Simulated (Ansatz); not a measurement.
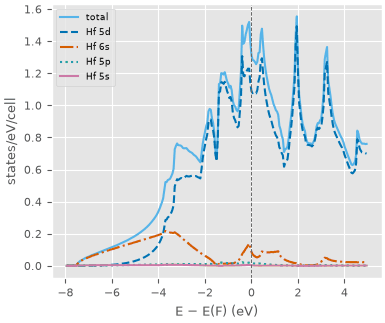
Fig. 1. Total and projected density of states of Hf (fcc (Cu type), Fm-3m), r²SCAN in the plane-wave PAW code Ansatz

Q: Which orbitals carry the states next to the Fermi level?

A: Within 0.5 eV of the Fermi level: Hf 5d 85 %, Hf 6s 6 %, outside the projected shells 7 %. Projections are on Löwdin-orthogonalised atomic valence shells; empty p or d shells of many metals are not among them.

The first step of the workflow began from a Materials Project structure, measured or hypothetical; the Crystallography Open Database files this formula in space group No. 225, but the cells were not matched. It is not the phase usual at ambient conditions (space group No. 194). Symmetry was held in the r²SCAN relaxation; whether a distortion lowers the energy is not shown. No spin polarisation was allowed. Spin–orbit coupling is left out wherever it is not named.

Potentials: the later of the program's two PAW sets.
